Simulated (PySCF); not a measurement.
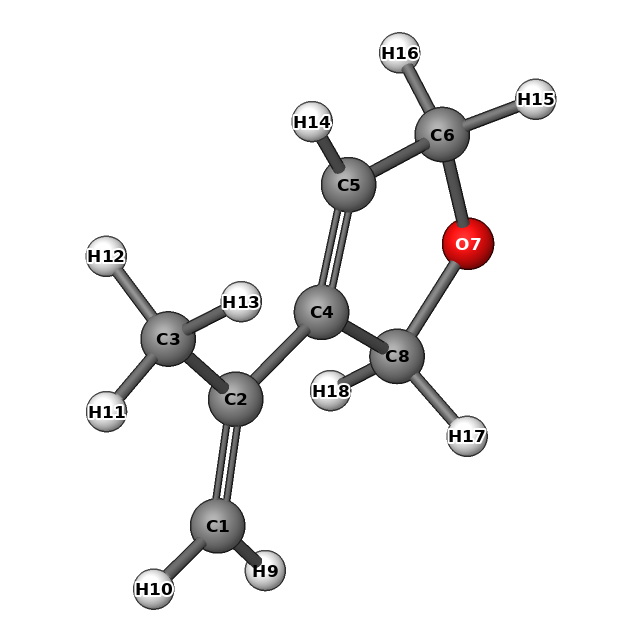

The questions are on isotropic NMR shieldings of the H atoms. Computed geometry: GFN2-xTB optimisation. No frequency run is at hand to confirm it as a minimum. Properties computed with GIAO PBE0/pcSseg-1 NMR shielding, non-relativistic, gas phase (PySCF 2.14.0).

Give the isotropic NMR shieldings of the H atoms atom by atom.

| atom | σ (ppm) |
| --- | --- |
| H9 | 26.79 |
| H10 | 26.39 |
| H11 | 29.80 |
| H12 | 29.52 |
| H13 | 29.52 |
| H14 | 25.79 |
| H15 | 26.52 |
| H16 | 26.52 |
| H17 | 26.56 |
| H18 | 26.56 |
